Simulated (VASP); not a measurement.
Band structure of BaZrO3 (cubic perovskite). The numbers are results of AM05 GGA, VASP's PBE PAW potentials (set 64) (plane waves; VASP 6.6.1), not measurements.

Unless said otherwise, spin-orbit coupling is left out, though it shifts the bands of the heavy elements here.

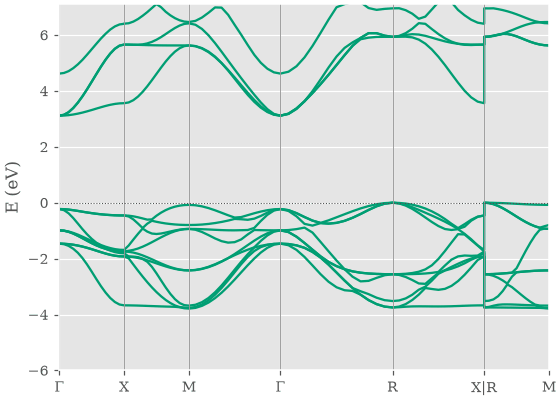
Figure. Bands along high-symmetry lines, zero at the valence-band maximum or, without a gap, the Fermi level

Q: Read the plot: is there a gap, and where are the band edges?

A: The gap is indirect, 3.11 eV, from the valence maximum at R to the conduction minimum at Γ. (Edges off the drawn lines would not show.)

The compound is BaZrO3 in the cubic perovskite structure. It was relaxed first.
